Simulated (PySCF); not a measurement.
# PO (Phosphorus monoxide) at U-revPBE/cc-pVTZ

Aim: the vertical doublet–quartet gap of PO (Phosphorus monoxide) at U-revPBE/cc-pVTZ, from 2 runs. 

The calculation is run with PySCF 2.14.0.

4 further runs of the same task are left out: 4 set aside as unsound or not needed.

### 1 The system as given

PO has 2 atoms, charge 0, and is taken as a doublet. As SMILES, `O=[P]`. Geometry: relaxed at PBE0-D4/def2-TZVP.

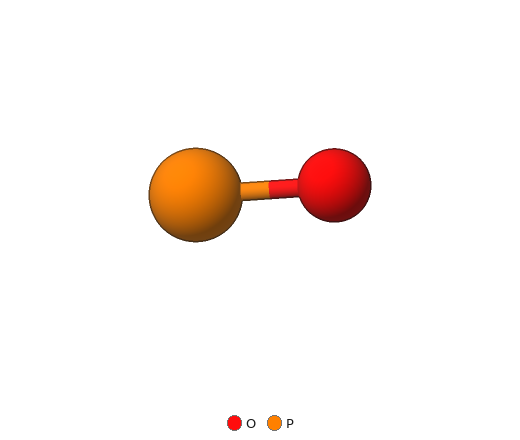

The structure, seen from a chosen angle (oxygen red, phosphorus orange).

### 2 A single-point energy at U-revPBE/cc-pVTZ

Contents of job.py:

```python
# Phosphorus monoxide
from pyscf import gto, dft

mol = gto.M(
    atom=[
    ('O', (0.000000, -0.000000, -0.009450)),
    ('P', (-0.000000, 0.000000, 1.464540)),
],
    spin=1,
    charge=0,
    max_memory=1860,
    basis='cc-pvtz',
    verbose=3,
)

mf = dft.UKS(mol, xc='revpbe')
mf.grids.level = 5
mf.conv_tol = 1e-10
mf.kernel()
if not mf.converged:
    mf = mf.newton().run(mf.mo_coeff, mf.mo_occ)

etot = mf.e_tot
print('Final energy', etot)
```

Started as:

```bash
$ OMP_NUM_THREADS=1 python job.py
```

What it wrote:

```text
WARN: HOMO -0.156667812835629 >= LUMO -0.156667812835632

converged SCF energy = -416.497585021671  <S^2> = 0.75353528  2S+1 = 2.0035322
Final energy -416.49758502167134
```

It took 6.6 s on 1 thread of Arm Neoverse V2, shared host; peak memory 0.31 GiB.

### 3 The quartet

Contents of calc.py:

```python
from pyscf import gto, dft

molecule = gto.M(
    atom='''
O      0.000000     0.000000    -0.009450
P      0.000000     0.000000     1.464540
''',
    spin=3,
    verbose=4,
    charge=0,
    max_memory=1860,
    basis='cc-pvtz',
)

mf = dft.UKS(molecule, xc='revpbe')
mf.grids.level = 5
mf.conv_tol = 1e-10
mf.kernel()
if not mf.converged:
    mf = mf.newton().run(mf.mo_coeff, mf.mo_occ)

e_tot = mf.e_tot
print('Final energy', e_tot)
```

Started as:

```bash
$ OMP_NUM_THREADS=1 python calc.py
```

What it wrote:

```text
PySCF version 2.14.0

[INPUT] num. atoms = 2
[INPUT] num. electrons = 23
[INPUT] charge = 0
[INPUT] spin (= nelec alpha-beta = 2S) = 3
[INPUT] symmetry False subgroup None
[INPUT] Mole.unit = angstrom
[INPUT] Symbol           X                Y                Z      unit          X                Y                Z       unit  Magmom
[INPUT]  1 O      0.000000000000   0.000000000000  -0.009450000000 AA    0.000000000000   0.000000000000  -0.017857911877 Bohr   0.0
[INPUT]  2 P      0.000000000000   0.000000000000   1.464540000000 AA    0.000000000000   0.000000000000   2.767579498471 Bohr   0.0

nuclear repulsion = 43.0812049677406
number of shells = 18
number of NR pGTOs = 101
number of NR cGTOs = 64
basis = cc-pvtz
ecp = {}

[... 36 lines left out ...]
[... the frontier-level lines of each cycle are left out ...]
[... 5 lines left out ...]
[... 5 lines left out ...]
[... 5 lines left out ...]
[... 5 lines left out ...]
[... 5 lines left out ...]
[... 5 lines left out ...]
[... 5 lines left out ...]
[... 5 lines left out ...]

cycle= 9 E= -416.346317981645  delta_E= -7.86e-08  |g|= 3.33e-05  |ddm|= 0.000304


cycle= 10 E= -416.346317982371  delta_E= -7.27e-10  |g|= 5.36e-06  |ddm|= 3.98e-05


cycle= 11 E= -416.346317982384  delta_E= -1.27e-11  |g|= 1.55e-06  |ddm|= 4.83e-06


Extra cycle  E= -416.346317982379  delta_E= 5.4e-12  |g|= 3.87e-06  |ddm|= 2.44e-06
converged SCF energy = -416.346317982379  <S^2> = 3.7556241  2S+1 = 4.0028111
Final energy -416.3463179823787
```

It took 6 s on 1 thread of Arm Neoverse V2, shared host; peak memory 0.31 GiB.

### 4 Outcome

At U-revPBE/cc-pVTZ:

| quantity | value |
| --- | --- |
| doublet: total energy | -416.49759 Eh |
| doublet: dipole moment | 1.72 D |
| doublet: HOMO energy (highest over α and β) | -4.37 eV |
| doublet: LUMO energy (lowest over α and β) | -4.16 eV |
| doublet: ⟨S²⟩ | 0.754 |
| quartet: total energy | -416.34632 Eh |
| quartet: dipole moment | 1.40 D |
| quartet: HOMO energy (highest over α and β) | -4.97 eV |
| quartet: ⟨S²⟩ | 3.756 |
| vertical energy of the quartet above the doublet | 4.116 eV |

What this shows: At this shape the quartet lies 4.12 eV (95 kcal/mol) above the doublet.
